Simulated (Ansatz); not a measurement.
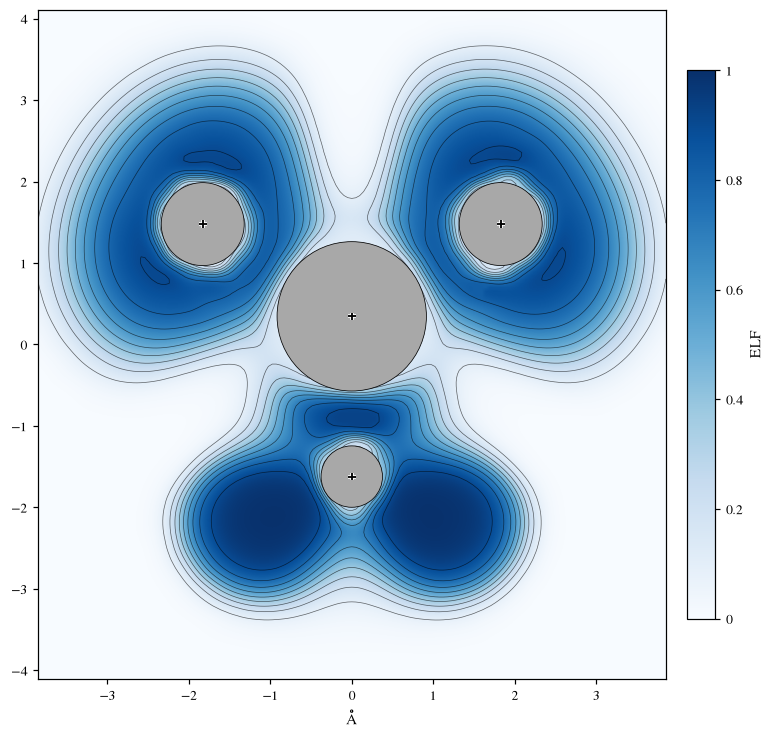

The electron localisation function on a plane through atoms (crosses mark nuclei in the plane; grey discs cover the cores).

Level of theory: Ansatz 0.2.0, isolated molecule in a Gaussian basis; Kohn-Sham density functional theory, functional PBE0.

Candidates:
A. ClGaHSi$_{2}$ (charge −1)
B. CH$_{2}$Cl$_{3}$Ga
C. ClF$_{2}$H$_{4}$NSi$_{2}$

> Which candidate gave the map?

Candidate B: CH$_{2}$Cl$_{3}$Ga on the plane of atoms Cl3, Ga5 and Cl4, which holds C, Cl and Ga. C–Ga (1.97 Å): the ELF peaks at about 0.90 in the valence shell of C, 0.6 Å from its nucleus, and is about 0.55 at the midpoint. Ga–Cl (2.15 Å): the ELF peaks at about 0.80 in the valence shell of Cl, 0.8 Å from its nucleus, and is about 0.60 at the midpoint.
